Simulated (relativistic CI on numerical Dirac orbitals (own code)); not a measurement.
# Cd²⁷⁺: E1 transition arrays

Where do the unresolved transition arrays of Cd²⁷⁺ lie, how wide and how strong are they, and what do scaling and mixing change?

Program: relativistic CI on numerical Dirac orbitals (own code) version 3. Level of theory: Dirac-Coulomb-Breit CI, KLI orbitals optimised for each configuration, model QED (radiative potential, 1s self-energy scaled to tabulated hydrogen-like ionisation energies), valence Slater integrals scaled by 0.9, whole transition arrays. These are calculated values, not measurements, unless marked.

## (1) Starting point

```
ion            : Cd²⁷⁺ (Cd XXVIII)
nuclear charge : 48
electrons      : 21
isotope        : A = 114
configurations : [Ar] 3d3; [Ar] 3d2 4f; [Ne] 3s2 3p5 3d4; [Ar] 3d2 4p; [Ar] 3d2 5f
```

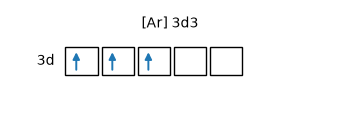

The shells outside the core, filled by Hund's rule for the drawing.

## (2) Main run

Settings, as recorded:

```ini
atom Cd  Z=48  charge=27  electrons=21
nucleus A=114  rms_radius_fm=4.6087
hamiltonian dirac-coulomb  breit=on  qed=on  c_scale=1
orbitals kli  potential=per-configuration
slater_scale 0.9
correlation none
mixing on
configurations
  [Ar] 3d3
  [Ar] 3d2 4f
  [Ne] 3s2 3p5 3d4
  [Ar] 3d2 4p
  [Ar] 3d2 5f
end
arrays E1 from the first configuration
```

Results of the run (chosen fields of its result record, rounded):

```text
{
  "status": "converged",
  "arrays [upper, lines, gf_sum, mean_eV, sigma_eV, strongest_nm]": [
    ["3p6 3d2 4f", 721, 299.6, 782.227, 6.8, 1.575],
    ["3p5 3d4", 1718, 142.4, 213.942, 19.66, 5.468],
    ["3p6 3d2 4p", 466, 12.6, 643.113, 6.419, 1.924],
    ["3p6 3d2 5f", 721, 78.95, 1031.01, 7.162, 1.198]
  ],
  "bins [nm, gf per state]": [
    [1.1, 0.2576],
    [1.3, 0.4004],
    [1.5, 2.102],
    [1.7, 0.3944],
    [1.9, 0.1045],
    [2.1, 0.0005187],
    [2.3, 0],
    [2.5, 0],
    [2.7, 0],
    [2.9, 0],
    [3.1, 0],
    [3.3, 0],
    [3.5, 0],
    [3.7, 0],
    [3.9, 0],
    [4.1, 0],
    [4.3, 0],
    [4.5, 5.159e-05],
    [4.7, 0.0003209],
    [4.9, 0.002748],
    [5.1, 0.03065],
    [5.3, 0.234],
    [5.5, 0.3009],
    [5.7, 0.1685],
    [5.9, 0.07556],
    [6.1, 0.07698],
    [6.3, 0.0531],
    [6.5, 0.05588],
    [6.7, 0.09334]
  ],
  "bin_width [nm]": 0.2,
  "all_arrays": [3626, 533.587, 664.063, 286.342, 1.57455],
  "strongest [nm, gf, J2_lower, J2_upper, upper]": [
    [1.5745, 19.67, 11, 13, "3p6 3d2 4f"],
    [1.5806, 15.82, 9, 11, "3p6 3d2 4f"],
    [1.5723, 12.65, 9, 11, "3p6 3d2 4f"],
    [1.5726, 12.32, 9, 11, "3p6 3d2 4f"],
    [1.5837, 10.85, 7, 9, "3p6 3d2 4f"],
    [1.59, 6.18, 5, 7, "3p6 3d2 4f"],
    [1.5704, 6.168, 7, 9, "3p6 3d2 4f"],
    [5.4684, 5.321, 11, 11, "3p5 3d4"],
    [5.3119, 5.227, 11, 9, "3p5 3d4"],
    [1.5721, 4.868, 7, 9, "3p6 3d2 4f"],
    [1.5848, 4.484, 3, 5, "3p6 3d2 4f"],
    [1.5839, 4.304, 5, 7, "3p6 3d2 4f"]
  ],
  "configurations [conf, odd, states]": [
    ["3p6 3d3", 0, 120],
    ["3p6 3d2 4f", 1, 630],
    ["3p5 3d4", 1, 1260],
    ["3p6 3d2 4p", 1, 270],
    ["3p6 3d2 5f", 1, 630]
  ]
}
```

It took 0.33 s on 1 thread, shared host.

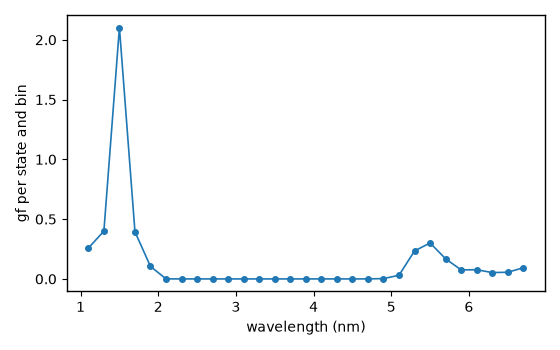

Oscillator strength in bins of 0.2 nm.

## (3) Without configuration mixing

The settings differ from step 2 so:

```diff
@@ -6,3 +6,3 @@
 correlation none
-mixing on
+mixing off
 configurations
```

Main fields:

```text
{
  "status": "converged",
  "arrays [upper, lines, gf_sum, mean_eV, sigma_eV, strongest_nm]": [
    ["3p6 3d2 4f", 721, 289.6, 782.092, 6.773, 1.574],
    ["3p5 3d4", 1718, 147.7, 214.097, 19.63, 5.456],
    ["3p6 3d2 4p", 466, 12.79, 643.244, 6.309, 1.924],
    ["3p6 3d2 5f", 721, 66.98, 1030.85, 7.142, 1.202]
  ],
  "bins [nm, gf per state]": [
    [1.1, 0.2099],
    [1.3, 0.3483],
    [1.5, 2.034],
    [1.7, 0.3786],
    [1.9, 0.1062],
    [2.1, 0.0004505],
    [2.3, 0],
    [2.5, 0],
    [2.7, 0],
    [2.9, 0],
    [3.1, 0],
    [3.3, 0],
    [3.5, 0],
    [3.7, 0],
    [3.9, 0],
    [4.1, 0],
    [4.3, 0],
    [4.5, 9.557e-05],
    [4.7, 0.0003028],
    [4.9, 0.002903],
    [5.1, 0.03045],
    [5.3, 0.2523],
    [5.5, 0.3158],
    [5.7, 0.1611],
    [5.9, 0.08215],
    [6.1, 0.07923],
    [6.3, 0.05448],
    [6.5, 0.06284],
    "... 1 more rows left out ..."
  ],
  "bin_width [nm]": 0.2,
  "all_arrays": [3626, 517.005, 648.669, 288.053, 1.57437],
  "strongest [nm, gf, J2_lower, J2_upper, upper]": [
    [1.5744, 19.89, 11, 13, "3p6 3d2 4f"],
    [1.5807, 15.54, 9, 11, "3p6 3d2 4f"],
    [1.573, 12.1, 9, 11, "3p6 3d2 4f"],
    [1.5727, 12.06, 9, 11, "3p6 3d2 4f"],
    [1.5837, 10.78, 7, 9, "3p6 3d2 4f"],
    [1.5903, 6.06, 5, 7, "3p6 3d2 4f"],
    [1.571, 5.907, 7, 9, "3p6 3d2 4f"],
    [5.4563, 5.501, 11, 11, "3p5 3d4"],
    [5.308, 5.227, 11, 9, "3p5 3d4"],
    [1.5726, 5.18, 7, 9, "3p6 3d2 4f"],
    [1.5841, 4.487, 5, 7, "3p6 3d2 4f"],
    [1.5848, 4.486, 3, 5, "3p6 3d2 4f"]
  ],
  "configurations [conf, odd, states]": [
    ["3p6 3d3", 0, 120],
    ["3p6 3d2 4f", 1, 630],
    ["3p5 3d4", 1, 1260],
    ["3p6 3d2 4p", 1, 270],
    ["3p6 3d2 5f", 1, 630]
  ]
}
```

Wall time 0.33 s (1 thread, shared host).

## (4) Slater integrals scaled by 1

The settings differ from step 3 so:

```diff
@@ -4,5 +4,5 @@
 orbitals kli  potential=per-configuration
-slater_scale 0.9
+slater_scale 1
 correlation none
-mixing off
+mixing on
 configurations
```

Main fields:

```text
{
  "status": "converged",
  "arrays [upper, lines, gf_sum, mean_eV, sigma_eV, strongest_nm]": [
    ["3p6 3d2 4f", 721, 301.6, 782.92, 7.313, 1.572],
    ["3p5 3d4", 1718, 143.8, 216.951, 20.46, 5.405],
    ["3p6 3d2 4p", 466, 12.59, 643.153, 6.933, 1.924],
    ["3p6 3d2 5f", 721, 79.56, 1031.27, 7.707, 1.197]
  ],
  "bins [nm, gf per state]": [
    [1.1, 0.2625],
    [1.3, 0.4005],
    [1.5, 2.136],
    [1.7, 0.3771],
    [1.9, 0.1042],
    [2.1, 0.0006577],
    [2.3, 0],
    [2.5, 0],
    [2.7, 0],
    [2.9, 0],
    [3.1, 0],
    [3.3, 0],
    [3.5, 0],
    [3.7, 0],
    [3.9, 0],
    [4.1, 0],
    [4.3, 0],
    [4.5, 0.0001157],
    [4.7, 0.0004951],
    [4.9, 0.008286],
    [5.1, 0.09977],
    [5.3, 0.2854],
    [5.5, 0.2297],
    [5.7, 0.1532],
    [5.9, 0.07742],
    [6.1, 0.08267],
    [6.3, 0.05454],
    [6.5, 0.04169],
    "... 1 more rows left out ..."
  ],
  "bin_width [nm]": 0.2,
  "all_arrays": [3626, 537.497, 665.043, 285.503, 1.57231],
  "strongest [nm, gf, J2_lower, J2_upper, upper]": [
    [1.5723, 20.04, 11, 13, "3p6 3d2 4f"],
    [1.578, 15.89, 9, 11, "3p6 3d2 4f"],
    [1.5703, 12.8, 9, 11, "3p6 3d2 4f"],
    [1.5703, 12.58, 9, 11, "3p6 3d2 4f"],
    [1.5827, 11.16, 7, 9, "3p6 3d2 4f"],
    [1.5703, 6.371, 7, 9, "3p6 3d2 4f"],
    [1.5888, 6.256, 5, 7, "3p6 3d2 4f"],
    [1.5681, 6.149, 7, 9, "3p6 3d2 4f"],
    [5.405, 5.618, 11, 11, "3p5 3d4"],
    [5.2288, 5.539, 11, 9, "3p5 3d4"],
    [1.5815, 4.955, 5, 7, "3p6 3d2 4f"],
    [1.5867, 4.861, 5, 7, "3p6 3d2 4f"]
  ],
  "configurations [conf, odd, states]": [
    ["3p6 3d3", 0, 120],
    ["3p6 3d2 4f", 1, 630],
    ["3p5 3d4", 1, 1260],
    ["3p6 3d2 4p", 1, 270],
    ["3p6 3d2 5f", 1, 630]
  ]
}
```

Run time: 0.33 s. Hardware: 1 thread, shared host.

## (5) Slater integrals scaled by 0.8

The settings differ from step 4 so:

```diff
@@ -4,3 +4,3 @@
 orbitals kli  potential=per-configuration
-slater_scale 1
+slater_scale 0.8
 correlation none
```

Main fields:

```text
{
  "status": "converged",
  "arrays [upper, lines, gf_sum, mean_eV, sigma_eV, strongest_nm]": [
    ["3p6 3d2 4f", 721, 297.6, 781.543, 6.306, 1.577],
    ["3p5 3d4", 1718, 141.1, 210.943, 18.91, 5.531],
    ["3p6 3d2 4p", 466, 12.62, 643.072, 5.924, 1.923],
    ["3p6 3d2 5f", 721, 78.35, 1030.75, 6.636, 1.202]
  ],
  "bins [nm, gf per state]": [
    [1.1, 0.2434],
    [1.3, 0.4095],
    [1.5, 2.066],
    [1.7, 0.414],
    [1.9, 0.1048],
    [2.1, 0.0003664],
    [2.3, 0],
    [2.5, 0],
    [2.7, 0],
    [2.9, 0],
    [3.1, 0],
    [3.3, 0],
    [3.5, 0],
    [3.7, 0],
    [3.9, 0],
    [4.1, 0],
    [4.3, 0],
    [4.5, 0],
    [4.7, 0.0001046],
    [4.9, 0.0004853],
    [5.1, 0.007358],
    [5.3, 0.1899],
    [5.5, 0.2948],
    [5.7, 0.1658],
    [5.9, 0.08907],
    [6.1, 0.09565],
    [6.3, 0.04635],
    [6.5, 0.06438],
    "... 1 more rows left out ..."
  ],
  "bin_width [nm]": 0.2,
  "all_arrays": [3626, 529.677, 663.126, 287.168, 1.57672],
  "strongest [nm, gf, J2_lower, J2_upper, upper]": [
    [1.5767, 19.2, 11, 13, "3p6 3d2 4f"],
    [1.5832, 15.73, 9, 11, "3p6 3d2 4f"],
    [1.5742, 12.65, 9, 11, "3p6 3d2 4f"],
    [1.5749, 11.77, 9, 11, "3p6 3d2 4f"],
    [1.5845, 10.45, 7, 9, "3p6 3d2 4f"],
    [1.5727, 6.239, 7, 9, "3p6 3d2 4f"],
    [1.5912, 6.098, 5, 7, "3p6 3d2 4f"],
    [5.5306, 4.859, 11, 11, "3p5 3d4"],
    [5.3943, 4.84, 11, 9, "3p5 3d4"],
    [1.5869, 4.348, 5, 7, "3p6 3d2 4f"],
    [1.5858, 4.345, 3, 5, "3p6 3d2 4f"],
    [1.5904, 4.166, 5, 7, "3p6 3d2 4f"]
  ],
  "configurations [conf, odd, states]": [
    ["3p6 3d3", 0, 120],
    ["3p6 3d2 4f", 1, 630],
    ["3p5 3d4", 1, 1260],
    ["3p6 3d2 4p", 1, 270],
    ["3p6 3d2 5f", 1, 630]
  ]
}
```

Run time: 0.33 s. Hardware: 1 thread, shared host.

## (6) The runs side by side

The array to 3p6 3d2 4f, the strongest of the main run, in each run:

| run | time | mean (eV) | width (eV) | gf sum | strongest line (nm) | strongest array of the run |
| --- | --- | --- | --- | --- | --- | --- |
| main run | 0.33 s | 782.23 | 6.80 | 299.6 | 1.575 | 3p6 3d2 4f |
| without configuration mixing | 0.33 s | 782.09 | 6.77 | 289.6 | 1.574 | 3p6 3d2 4f |
| Slater integrals scaled by 1 | 0.33 s | 782.92 | 7.31 | 301.6 | 1.572 | 3p6 3d2 4f |
| Slater integrals scaled by 0.8 | 0.33 s | 781.54 | 6.31 | 297.6 | 1.577 | 3p6 3d2 4f |

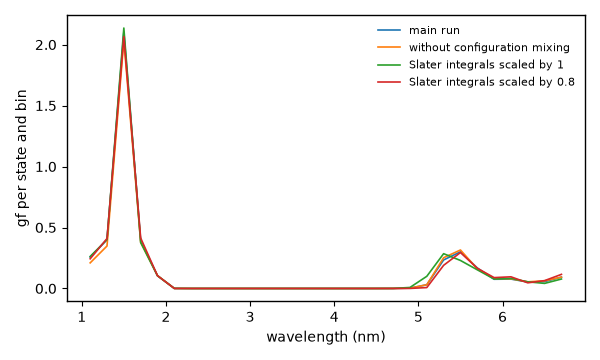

The binned spectra of all runs.

## (7) Summary of results

| quantity | value |
| --- | --- |
| strongest array, main run | to 3p6 3d2 4f, 721 lines |
| its mean and width | 782.2 ± 6.8 eV (1.59 nm) |
| its share of all gf | 56 % |
| lines in all | 3626 |

**Reading.** The array to 3p6 3d2 4f carries 56 % of the oscillator strength, around 1.59 nm. Configuration mixing moves its mean by +0.14 eV and changes its gf sum by +3 %. All levels of the first configuration count with their statistical weight; no plasma population is modelled.
